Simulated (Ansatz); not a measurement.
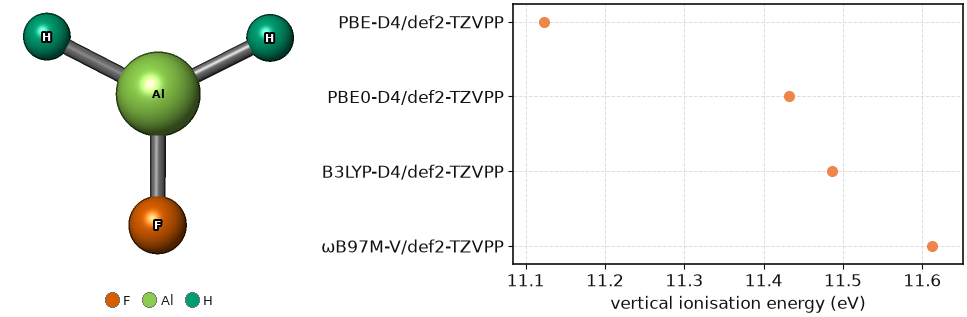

Vertical ionisation energy of AlH₂F, SMILES [F][AlH2], singlet, taken as the energy of the cation less that of the neutral at fixed geometry (unrestricted doublet cation, cores frozen in correlated methods, no spin-orbit coupling), the Ansatz code 0.2.0, at a PBE0-D4/def2-TZVP geometry (a minimum by its frequencies).

What range do the values span?

Answer. From 11.12 eV (PBE-D4/def2-TZVPP) to 11.61 eV (ωB97M-V/def2-TZVPP).

Give the values.

Answer.
| level | eV |
| --- | --- |
| PBE-D4/def2-TZVPP | 11.12 |
| PBE0-D4/def2-TZVPP | 11.43 |
| B3LYP-D4/def2-TZVPP | 11.49 |
| ωB97M-V/def2-TZVPP | 11.61 |
